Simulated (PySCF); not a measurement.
```xyz
16

F     0.1823    1.1844    0.0496
O    -1.8744   -0.4741   -0.6875
H    -1.3754    0.2629   -0.2851
H    -1.3376   -0.6244   -1.4824
O     2.7113    1.4839    0.2153
H     1.7127    1.4710    0.1382
H     2.8707    1.3308    1.1492
O     0.4677   -1.2194    1.0118
H    -0.3476   -1.5511    0.6140
H     0.4066   -0.2598    0.7635
O     2.6204   -1.2126   -0.8172
H     2.8515   -0.2984   -0.5706
H     1.9191   -1.4241   -0.1695
O     0.4386   -0.0266   -2.3525
H     1.1983   -0.5755   -2.0958
H     0.3616    0.5720   -1.5786
```

Geometry: PBE0-D3(BJ)/def2-SVPD.

Method: PySCF, wB97M-D3(BJ)/def2-SVPD, SCF density, gas phase.

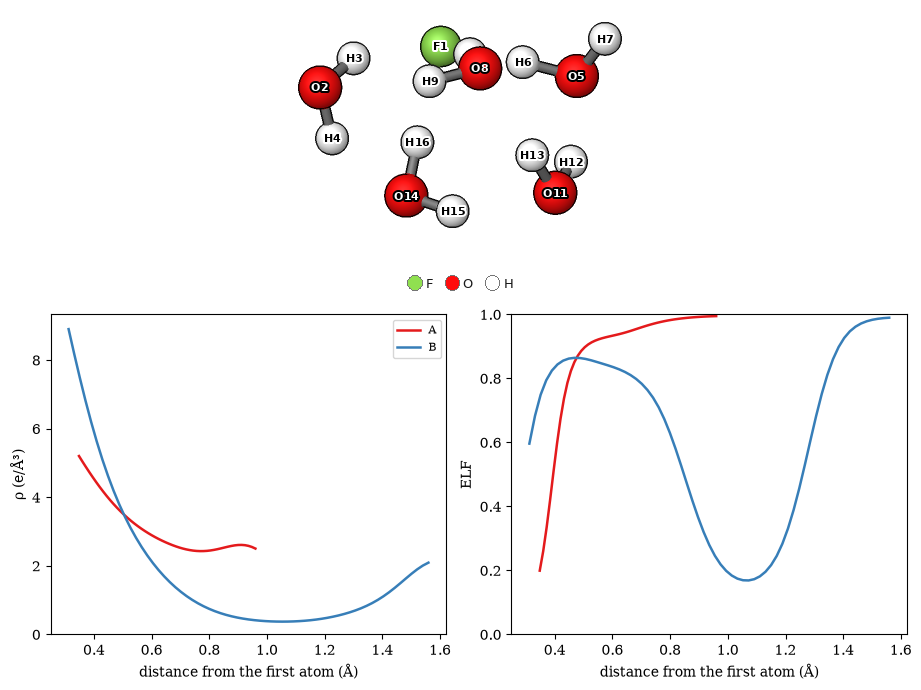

FH₁₀O₅ (SMILES [F-].O.O.O.O.O) (charge −1). Total electron density and electron localisation function along straight lines between neighbouring atoms. The curves leave out the atomic cores. The structure is drawn too.

> Which curve belongs to which contact (F–H and O–H)? The first atom named is at distance zero.

Curve A: O–H (0.96 Å): the density is about 3.7 e/Å³ at the midpoint; the ELF climbs to about 1 towards the hydrogen, as it does in any bond to H (a covalent bond by its length). Curve B: F1···H6 (1.56 Å): the density falls to about 0.38 e/Å³ on the way; the ELF dips to about 0.15 between them: by its geometry a hydrogen bond between the two molecules, with no shared pair.
